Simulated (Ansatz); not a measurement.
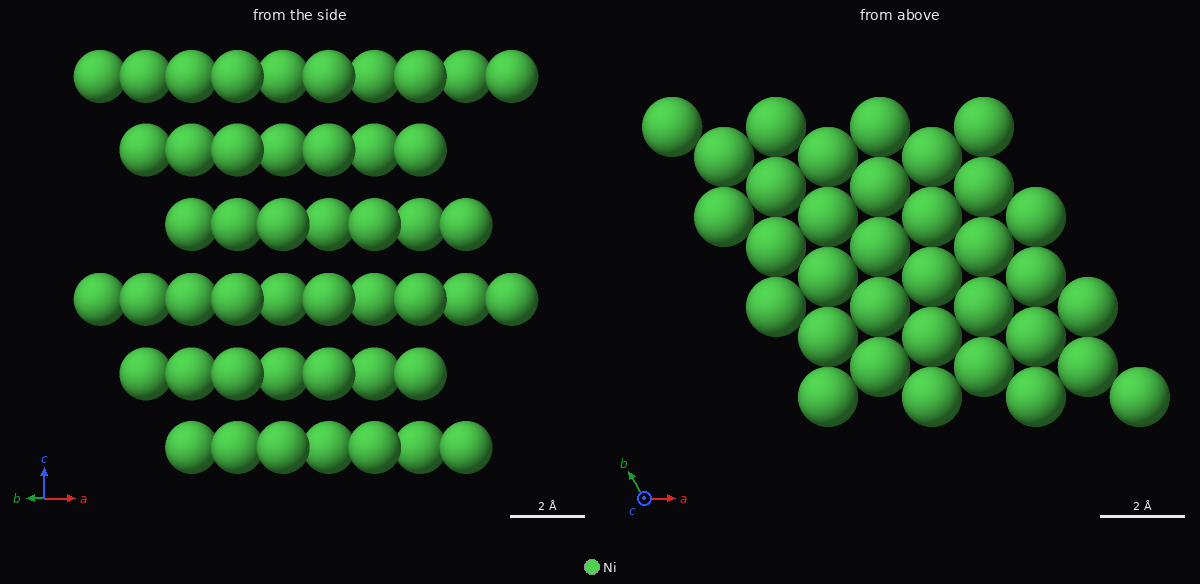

A spheres-only picture of a periodic slab, seen from the side and from above. The surface normal points up in side views; the vacuum is left out. 3×3 cells are drawn in the plane, with atoms at the edges repeated.

The cell holds 6 Ni. The slab was cut from bulk Ni (Fm-3m).

> What height do the atoms span?

About 10 Å from the lowest to the highest atom.

> Give the sequence of planes from the top.

Six planes: Ni / Ni / Ni / Ni / Ni / Ni.

> Name the surface by its Miller indices.

(1 1 1).

Setup: DFT PBE, scalar-relativistic, plane waves, PAW (Ansatz); a basis cut at 420 eV, k-points on a 15×15×1 grid, Gaussian smearing of 0.1 eV, collinear spins.

> How large is the work function at the top and at the bottom?

5.04 eV on both faces.

The model was built from a structure listed in the Materials Project, from which a slab was cut. The atoms were relaxed in a fixed cell with DFT PBE, scalar-relativistic, plane waves, PAW (Ansatz).
